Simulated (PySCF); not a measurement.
SF₆

```yaml
atoms:
  - { symbol: F, position_ang: [-0.7146, 1.3662, 0.3550] }
  - { symbol: S, position_ang: [0.0046, -0.0041, 0.1214] }
  - { symbol: F, position_ang: [1.2833, 0.7525, -0.3716] }
  - { symbol: F, position_ang: [-0.5402, -0.0395, -1.3457] }
  - { symbol: F, position_ang: [0.5497, 0.0317, 1.5885] }
  - { symbol: F, position_ang: [0.7249, -1.3738, -0.1131] }
  - { symbol: F, position_ang: [-1.2730, -0.7621, 0.6152] }
```

Geometry: PBE0-D3(BJ)/def2-TZVP.

All numbers below come from PBE0/pcSseg-2, SCF density, gas phase, non-relativistic (PySCF 2.14.0).

> What can the converged electron density and electron localisation function tell about the bonding?

S–F (1.57 Å): ρ is about 1.7 e/Å³ halfway; the ELF peaks at about 0.80 between the atoms, as expected for a polar covalent bond.

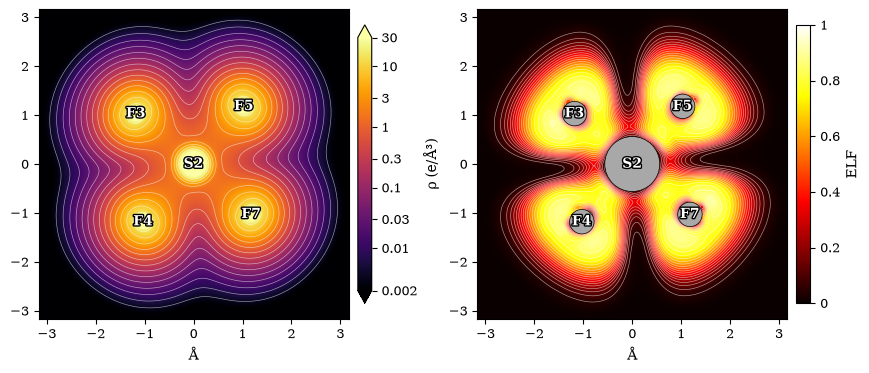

Computed electron density and electron localisation function on the plane of atoms F4, S2 and F7, in this order. Grey discs cover the atomic cores in the ELF map. 
